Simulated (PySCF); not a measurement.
# SiH2F2 (SMILES F[SiH2]F) at 6 levels

Wanted: a comparison of 6 runs (B2PLYP/STO-3G, B3LYP/STO-3G, M06-2X/STO-3G, BCCD(T)/STO-3G, CCSDT(Q)/STO-3G, NEVPT2(2,2)/STO-3G) of SiH2F2. Input form: a Python script.

Program for the calculation: PySCF 2.14.0.

5 further runs of the same task are left out: 5 set aside as unsound or not needed.

## 1. The molecule

SiH2F2: 5 atoms, total charge 0, spin state singlet. As SMILES, `F[SiH2]F`. The Si2–H4 distance was set to 1.769 Å, away from the relaxed value.

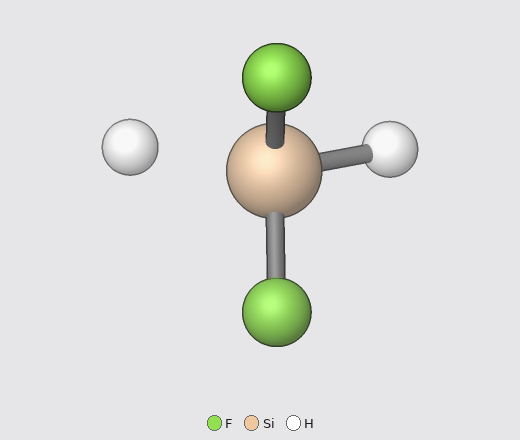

Viewed from a chosen angle; fluorine green, silicon light orange, hydrogen white.

## 2. A single-point energy at B2PLYP/STO-3G (run 1)

geometry.xyz reads:

```xyz
5
F2H2Si
F     -0.961960     0.765841     1.127162
Si     0.111830     0.227101     0.092352
F      1.364680    -0.292949     0.913352
H     -0.590470    -1.138740    -0.786300
H      0.544120     1.349321    -0.760808
```

calc.py reads:

```python
from pyscf import gto, dft, mp

mol = gto.Mole()
mol.atom = 'geometry.xyz'
mol.max_memory = 1860
mol.basis = 'sto-3g'
mol.charge = 0
mol.verbose = 4
mol.build()

ks = dft.RKS(mol)
ks.xc = '0.53*HF + 0.47*B88, 0.73*LYP'
ks.grids.level = 5
ks.conv_tol = 1e-10
ks.kernel()
if not ks.converged:
    ks = ks.newton().run(ks.mo_coeff, ks.mo_occ)

pt = mp.MP2(ks, frozen=7).run()
energy = ks.e_tot + 0.27 * pt.e_corr
print('PT2 part  %.8f' % (0.27 * pt.e_corr))
print('Final energy', energy)
```

Command:

```
$ OMP_NUM_THREADS=1 python calc.py
```

The program printed:

```text
PySCF version 2.14.0

[INPUT] num. atoms = 5
[INPUT] num. electrons = 34
[INPUT] charge = 0
[INPUT] spin (= nelec alpha-beta = 2S) = 0
[INPUT] symmetry False subgroup None
[INPUT] Mole.unit = angstrom
[INPUT] Symbol           X                Y                Z      unit          X                Y                Z       unit  Magmom
[INPUT]  1 F     -0.961960000000   0.765841000000   1.127162000000 AA   -1.817840942787   1.447229744963   2.130027478017 Bohr   0.0
[INPUT]  2 Si     0.111830000000   0.227101000000   0.092352000000 AA    0.211328072510   0.429158692615   0.174519987056 Bohr   0.0
[INPUT]  3 F      1.364680000000  -0.292949000000   0.913352000000 AA    2.578871447671  -0.553593378465   1.725985135324 Bohr   0.0
[INPUT]  4 H     -0.590470000000  -1.138740000000  -0.786300000000 AA   -1.115826584772  -2.151906727087  -1.485891651746 Bohr   0.0
[INPUT]  5 H      0.544120000000   1.349321000000  -0.760808000000 AA    1.028237778898   2.549847144124  -1.437718753378 Bohr   0.0

nuclear repulsion = 117.54631376257
number of shells = 13
number of NR pGTOs = 63
number of NR cGTOs = 21
basis = sto-3g
ecp = {}

******** <class 'pyscf.dft.rks.RKS'> ********
method = RKS
initial guess = minao
damping factor = 0
level_shift factor = 0
DIIS = <class 'pyscf.scf.diis.CDIIS'>
diis_start_cycle = 1
diis_space = 8
diis_damp = 0
SCF conv_tol = 1e-10
SCF conv_tol_grad = None
SCF max_cycles = 50
direct_scf = True
direct_scf_tol = 1e-13
XC library pyscf.dft.libxc version 7.0.0
    S. Lehtola, C. Steigemann, M. J.T. Oliveira, and M. A.L. Marques.,  SoftwareX 7, 1–5 (2018)
XC functionals = 0.53*HF + 0.47*B88, 0.73*LYP
    A. D. Becke.,  Phys. Rev. A 38, 3098 (1988)
    C. Lee, W. Yang, and R. G. Parr.,  Phys. Rev. B 37, 785 (1988)
    B. Miehlich, A. Savin, H. Stoll, and H. Preuss.,  Chem. Phys. Lett. 157, 200 (1989)
radial grids:
    Treutler-Ahlrichs [JCP 102, 346 (1995); DOI:10.1063/1.469408] (M4) radial grids

becke partition: Becke, JCP 88, 2547 (1988); DOI:10.1063/1.454033
pruning grids: <function nwchem_prune>
grids dens level: 5
symmetrized grids: False
atomic radii adjust function: <function treutler_atomic_radii_adjust>
small_rho_cutoff = 0
Set gradient conv threshold to 1e-05
Initial guess from minao.
tot grids = 178392
init E= -483.533930451862
  HOMO = -0.337931432225588  LUMO = 0.099436568283418  gap/eV = 11.90139
cycle= 1 E= -483.598616289562  delta_E= -0.0647  |g|= 0.479  |ddm|= 2.41
  HOMO = -0.175245828256883  LUMO = 0.20967092993277  gap/eV = 10.47412
cycle= 2 E= -483.678423508649  delta_E= -0.0798  |g|= 0.29  |ddm|= 1.36
  HOMO = -0.250462019332266  LUMO = 0.251937651644669  gap/eV = 13.67099
cycle= 3 E= -483.70946795284  delta_E= -0.031  |g|= 0.0138  |ddm|= 0.472
  HOMO = -0.253026900190326  LUMO = 0.253138135798378  gap/eV = 13.77345
cycle= 4 E= -483.709625561475  delta_E= -0.000158  |g|= 0.00356  |ddm|= 0.0457
  HOMO = -0.253103978940863  LUMO = 0.253810776926473  gap/eV = 13.79385
cycle= 5 E= -483.709634275622  delta_E= -8.71e-06  |g|= 0.000476  |ddm|= 0.0101
  HOMO = -0.25304848798079  LUMO = 0.253704725789266  gap/eV = 13.78946
cycle= 6 E= -483.709634461006  delta_E= -1.85e-07  |g|= 4.19e-05  |ddm|= 0.00156
  HOMO = -0.253060121595832  LUMO = 0.253708508714638  gap/eV = 13.78988
cycle= 7 E= -483.709634462365  delta_E= -1.36e-09  |g|= 2.97e-06  |ddm|= 0.000137
  HOMO = -0.253060312770488  LUMO = 0.25370893425523  gap/eV = 13.78989
cycle= 8 E= -483.709634462373  delta_E= -7.84e-12  |g|= 4.52e-07  |ddm|= 8.52e-06
  HOMO = -0.253060324307781  LUMO = 0.253708986456278  gap/eV = 13.78990
Extra cycle  E= -483.709634462375  delta_E= -1.48e-12  |g|= 1.47e-07  |ddm|= 1.41e-06
converged SCF energy = -483.709634462375

******** <class 'pyscf.mp.mp2.RMP2'> ********
nocc = 10, nmo = 14
frozen orbitals 7
E(RMP2) = -483.815995681888  E_corr = -0.106361219512656
E(SCS-RMP2) = -483.82369357204  E_corr = -0.11405910966556
E_corr(same-spin) = -0.0156627158649544
E_corr(oppo-spin) = -0.0906985036477019
PT2 part  -0.02871753
Final energy -483.73835199164324
```

Run time: 3 s. Hardware: 1 thread of Arm Neoverse V1, shared host; peak memory 0.2 GiB.

## 3. The energy at B3LYP/STO-3G (run 2)

input.py reads:

```python
from pyscf import gto, dft

mol = gto.M(
    atom=[
    ('F', (-0.961960, 0.765841, 1.127162)),
    ('Si', (0.111830, 0.227101, 0.092352)),
    ('F', (1.364680, -0.292949, 0.913352)),
    ('H', (-0.590470, -1.138740, -0.786300)),
    ('H', (0.544120, 1.349321, -0.760808)),
],
    verbose=4,
    charge=0,
    spin=0,
    basis='sto-3g',
    max_memory=1860,
)

mf = dft.RKS(mol, xc='b3lyp')
mf.grids.level = 5
mf.conv_tol = 1e-10
mf.kernel()
if not mf.converged:
    mf = mf.newton().run(mf.mo_coeff, mf.mo_occ)

energy = mf.e_tot
print('E = %.10f Eh' % energy)
```

Command:

```
$ OMP_NUM_THREADS=1 python input.py
```

The program printed:

```text
PySCF version 2.14.0

[INPUT] num. atoms = 5
[INPUT] num. electrons = 34
[INPUT] charge = 0
[INPUT] spin (= nelec alpha-beta = 2S) = 0
[INPUT] symmetry False subgroup None
[INPUT] Mole.unit = angstrom
[INPUT] Symbol           X                Y                Z      unit          X                Y                Z       unit  Magmom
[INPUT]  1 F     -0.961960000000   0.765841000000   1.127162000000 AA   -1.817840942787   1.447229744963   2.130027478017 Bohr   0.0
[INPUT]  2 Si     0.111830000000   0.227101000000   0.092352000000 AA    0.211328072510   0.429158692615   0.174519987056 Bohr   0.0
[INPUT]  3 F      1.364680000000  -0.292949000000   0.913352000000 AA    2.578871447671  -0.553593378465   1.725985135324 Bohr   0.0
[INPUT]  4 H     -0.590470000000  -1.138740000000  -0.786300000000 AA   -1.115826584772  -2.151906727087  -1.485891651746 Bohr   0.0
[INPUT]  5 H      0.544120000000   1.349321000000  -0.760808000000 AA    1.028237778898   2.549847144124  -1.437718753378 Bohr   0.0

nuclear repulsion = 117.54631376257
number of shells = 13
number of NR pGTOs = 63
number of NR cGTOs = 21
basis = sto-3g
ecp = {}

******** <class 'pyscf.dft.rks.RKS'> ********
method = RKS
initial guess = minao
damping factor = 0
level_shift factor = 0
DIIS = <class 'pyscf.scf.diis.CDIIS'>
diis_start_cycle = 1
diis_space = 8
diis_damp = 0
SCF conv_tol = 1e-10
SCF conv_tol_grad = None
SCF max_cycles = 50
direct_scf = True
direct_scf_tol = 1e-13
XC library pyscf.dft.libxc version 7.0.0
    S. Lehtola, C. Steigemann, M. J.T. Oliveira, and M. A.L. Marques.,  SoftwareX 7, 1–5 (2018)
XC functionals = b3lyp
    P. J. Stephens, F. J. Devlin, C. F. Chabalowski, and M. J. Frisch.,  J. Phys. Chem. 98, 11623 (1994)
radial grids:
    Treutler-Ahlrichs [JCP 102, 346 (1995); DOI:10.1063/1.469408] (M4) radial grids

becke partition: Becke, JCP 88, 2547 (1988); DOI:10.1063/1.454033
pruning grids: <function nwchem_prune>
grids dens level: 5
symmetrized grids: False
atomic radii adjust function: <function treutler_atomic_radii_adjust>
small_rho_cutoff = 0
Set gradient conv threshold to 1e-05
[... 1 set-up line as earlier in the session ...]
tot grids = 178392
init E= -484.027671863435
  HOMO = -0.329017755977508  LUMO = 0.0508590367919072  gap/eV = 10.33697
cycle= 1 E= -483.963085538877  delta_E= 0.0646  |g|= 0.533  |ddm|= 2.45
  HOMO = -0.0664875435497133  LUMO = 0.145434176107907  gap/eV = 5.76668
cycle= 2 E= -483.912887018836  delta_E= 0.0502  |g|= 0.728  |ddm|= 2.08
  HOMO = -0.175805977623724  LUMO = 0.186904562339429  gap/eV = 9.86986
cycle= 3 E= -484.093122051267  delta_E= -0.18  |g|= 0.044  |ddm|= 1.15
  HOMO = -0.177160756589437  LUMO = 0.182569162390297  gap/eV = 9.78875
cycle= 4 E= -484.09396026826  delta_E= -0.000838  |g|= 0.0168  |ddm|= 0.127
  HOMO = -0.178852862757405  LUMO = 0.184380526242505  gap/eV = 9.88408
cycle= 5 E= -484.094125703128  delta_E= -0.000165  |g|= 0.00103  |ddm|= 0.0414
  HOMO = -0.179019828138282  LUMO = 0.18424737078195  gap/eV = 9.88500
cycle= 6 E= -484.094126349389  delta_E= -6.46e-07  |g|= 0.000205  |ddm|= 0.00314
  HOMO = -0.178980780976969  LUMO = 0.184296939433385  gap/eV = 9.88529
cycle= 7 E= -484.094126373645  delta_E= -2.43e-08  |g|= 2.11e-05  |ddm|= 0.000524
  HOMO = -0.178977789548849  LUMO = 0.184293868374141  gap/eV = 9.88513
cycle= 8 E= -484.094126373845  delta_E= -2.01e-10  |g|= 9.18e-07  |ddm|= 3.95e-05
  HOMO = -0.178977696114863  LUMO = 0.184293799675412  gap/eV = 9.88512
cycle= 9 E= -484.094126373846  delta_E= -9.09e-13  |g|= 4.64e-07  |ddm|= 2.31e-06
  HOMO = -0.178977699522273  LUMO = 0.184293803097823  gap/eV = 9.88512
Extra cycle  E= -484.094126373845  delta_E= 1.48e-12  |g|= 5.49e-07  |ddm|= 1.71e-06
converged SCF energy = -484.094126373845
E = -484.0941263738 Eh
```

Wall time 3.3 s (1 thread of Arm Neoverse V1, shared host); peak memory 0.21 GiB.

Runs 3 to 5 aren't shown in full; the table further down has their settings and results.

## 4. A single-point energy at NEVPT2(2,2)/STO-3G (run 6)

calc.py reads:

```python
import numpy
from pyscf import gto, scf, mp, mcscf, mrpt

mol = gto.M(
    atom=[
    ('F', (-0.961960, 0.765841, 1.127162)),
    ('Si', (0.111830, 0.227101, 0.092352)),
    ('F', (1.364680, -0.292949, 0.913352)),
    ('H', (-0.590470, -1.138740, -0.786300)),
    ('H', (0.544120, 1.349321, -0.760808)),
],
    basis='sto-3g',
    verbose=3,
    max_memory=1860,
    charge=0,
)

mf = scf.RHF(mol)
mf.conv_tol = 1e-10
mf.kernel()
if not mf.converged:
    mf = mf.newton().run(mf.mo_coeff, mf.mo_occ)

pt = mp.MP2(scf.addons.convert_to_uhf(mf)).run()
noons, natorbs = mcscf.addons.make_natural_orbitals(pt)
print('natural occupations', numpy.round(noons[:40], 4))
cas = mcscf.CASSCF(mf, 2, 2)
cas.fix_spin_(ss=0.0)
cas.natorb = True
cas.kernel(natorbs)
e_pt2 = mrpt.NEVPT(cas).kernel()
e_tot = cas.e_tot + e_pt2
print('Final energy', e_tot)
```

Command:

```
$ OMP_NUM_THREADS=1 python calc.py
```

The program printed:

```text
converged SCF energy = -482.825541800112
E(UMP2) = -482.901890593933  E_corr = -0.0763487938214518
E(SCS-UMP2) = -482.908555252114  E_corr = -0.0830134520019725
natural occupations [2.     2.     2.     1.9999 1.9998 1.9998 1.9998 1.9996 1.9996 1.997
 1.997  1.9965 1.9964 1.9918 1.9856 1.9843 1.9772 0.0281 0.0183 0.0156
 0.0136]
CASSCF energy = -482.851707203787
CASCI E = -482.851707203787  E(CI) = -1.35469768279637  S^2 = 0.0000000
Sr    (-1)',   E = -0.00000000000001
Si    (+1)',   E = -0.00000000000724
Sijrs (0)  ,   E = -0.04443744771691
Sijr  (+1) ,   E = -0.01086399097365
Srsi  (-1) ,   E = -0.00254420684768
Srs   (-2) ,   E = -0.00021884729875
Sij   (+2) ,   E = -0.00064002267809
Sir   (0)' ,   E = -0.00083747200318
Nevpt2 Energy = -0.059541987525511
Final energy -482.9112491913126
```

It took 0.92 s on 1 thread of Arm Neoverse V1, shared host; peak memory 0.12 GiB.

## 5. Overview of the runs

```
run               level  frozen core orbitals  integration grid  energy (Eh)  dipole moment (D) of the reference  HOMO energy (eV)  LUMO energy (eV)  wall time
  1       B2PLYP/STO-3G                     7                 5  -483.738352                                0.81             -6.89              6.90        3 s
  2        B3LYP/STO-3G                     –                 5  -484.094126                                0.55             -4.87              5.01      3.3 s
  3       M06-2X/STO-3G                     –                 5  -484.114526                                0.65             -6.88              6.33      4.2 s
  4      BCCD(T)/STO-3G                     7                 –  -482.927060                                   –                 –                 –     0.95 s
  5     CCSDT(Q)/STO-3G                     7                 –  -482.927912                                1.11             -9.52              9.78      3.9 s
  6  NEVPT2(2,2)/STO-3G                     –                 –  -482.911249                                1.11             -9.52              9.78     0.92 s
```

## 6. Outcome

```
                                    quantity          value
                         run 6: total energy  -482.91125 Eh
 run 6: dipole moment (Hartree–Fock density)         1.11 D
  run 6: HOMO energy (Hartree–Fock orbitals)       -9.52 eV
  run 6: LUMO energy (Hartree–Fock orbitals)        9.78 eV
run 6: HOMO–LUMO gap (Hartree–Fock orbitals)       19.29 eV
```

**Reading.** Over runs 1, 2, 3 the dipole moment (its size) runs from 0.55 D (B3LYP/STO-3G) to 0.81 D (B2PLYP/STO-3G). A double hybrid's value is that of its SCF part. Over runs 1, 2, 3 the HOMO–LUMO gap runs from 9.89 eV (B3LYP/STO-3G) to 13.79 eV (B2PLYP/STO-3G). Totals of different functionals can't be ranked against each other. In runs 1, 2, 3, 4, 5, 6 the basis is minimal, so the values are rough. All runs together took 16 s, the longest 4.2 s.
